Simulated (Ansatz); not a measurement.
# Correcting a cheap level on molecular compounds of In

The vertical ionisation energy (cation less neutral) in eV of 7 molecular compounds of In: x at wB97X-V/def2-TZVPP, y at CCSD(T)/def2-TZVPP. Shapes, held fixed at every level: PBE0-D4/def2-TZVP. Flexible molecules stand in one conformer, not always the lowest. Programs: Ansatz 0.2.0.

| molecule | x (eV) | y (eV) |
| --- | --- | --- |
| C2H10InN3 (SMILES C[N](C)[In]([NH2])[NH2]) | 7.64 | 7.67 |
| C2H7BrInN (SMILES C[N](C)[InH][Br]) | 8.12 | 8.18 |
| C2H7InOS (SMILES C[O][In]([CH3])[SH]) | 9.39 | ? |
| C4H9ClFIn (SMILES C[C](C)(C)[In]([F])[Cl]) | 9.65 | 9.72 |
| InH(SH)F | 10.19 | 10.13 |
| C2H5Cl2In (SMILES C[CH2][In]([Cl])[Cl]) | 10.26 | 10.23 |
| In(CH3)(CN)F | 11.58 | 11.54 |

Q: Fit y = c + s·x to the known rows and predict y for C2H7InOS.

A: 
1. Means of the 6 rows: x = 9.5733, y = 9.578.
2. Σ(Δx)² = 10.734, Σ(Δx·Δy) = 10.457, so the slope is 10.457/10.734 = 0.97419.
3. Intercept: 9.578 − (0.97419) × 9.5733 = 0.252. The largest residual of the fit is 0.067.
4. C2H7InOS: 0.252 + 0.97419 × 9.39 = 9.40 eV.

CCSD(T)/def2-TZVPP gives 9.40 eV, so the prediction is off by 0.00 eV: they agree to the digits shown. Uncorrected, wB97X-V/def2-TZVPP misses C2H7InOS by -0.01 eV, and the other rows by 0.05 on average. The line removes about 100 % of this miss, partly by chance. Left out in turn, the other rows are missed by 0.04 eV on average, hardly better than no correction. Cations run unrestricted. For atoms past krypton def2 sets carry core potentials with scalar relativity. Relativity is left out for Br. Outer-core shells of Br, In are correlated, in sets that cover them unevenly.

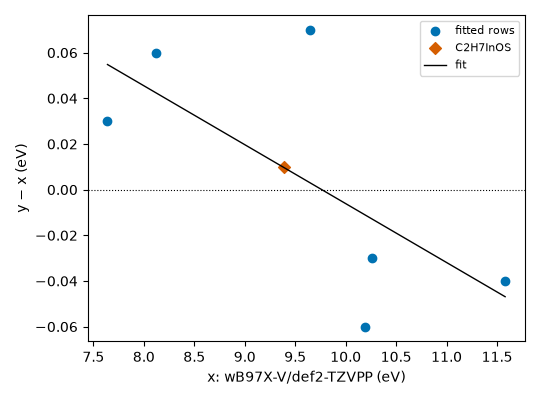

The correction y − x against x, with the fitted line and the withheld molecule.
